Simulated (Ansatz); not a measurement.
# Tunnelling from Al(111) to Al(111): the current at the widest gap

Three vacuum gaps between Al(111) and Al(111) are known. What current density flows at 0.25 V across 6.5 Å?

**Method.** Ansatz 0.2.0, plane waves with PAW datasets, r2SCAN; a slab with two metal leads whose outer parts are reservoirs, with density and current solved under bias (Landauer, 300 K). The gap is counted from plane to plane of nuclei, and atoms stay on ideal sites.

Results; the value marked ? is to be predicted:

| gap (Å) | drop between the leads' cuts at 0.25 V (V) | current density at 0.25 V (A/m²) |
| --- | --- | --- |
| 3.5 | 0.127 | 1.57×10¹⁴ |
| 4.5 | 0.218 | 4.03×10¹³ |
| 5.5 | 0.244 | 7.88×10¹² |
| 6.5 | 0.248 | ? |

Worked fit:

Tunnelling falls as exp(−βd). From 3.5 to 4.5 Å, β = ln(1.57×10¹⁴/4.03×10¹³)/1 = 1.36 Å⁻¹, and from 4.5 to 5.5 Å it is 1.63 Å⁻¹; the slope still steepens as the gap leaves contact, so the wider pair is taken. Then 7.88×10¹² × exp(−1.63 × 1). Predicted: 1.54×10¹² A/m².

Check against the run:

1.20×10¹² A/m², so the prediction is 28 % too high. The last step has β = 1.88 Å⁻¹, an apparent barrier ħ²β²/8m of 3.4 eV: the decay of this current is still steepening. The conductances at 0 V give β = 1.47 and 1.36 Å⁻¹ for the last two steps; at 6.5 Å that conductance times the bias is 2.0 times the current, an excess of like faces at zero bias that the bias removes, so it is the poorer guide to the barrier.

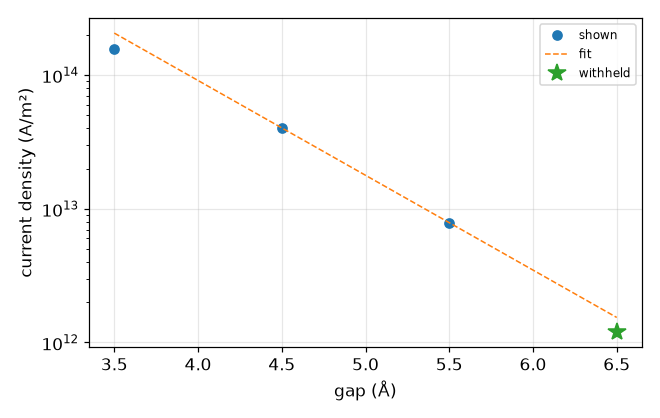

Current density against the gap.

**Limits.** On every other k-point the currents of these runs, at any bias, move by up to 6.5 %. A semilocal functional lacks the image potential's tail.
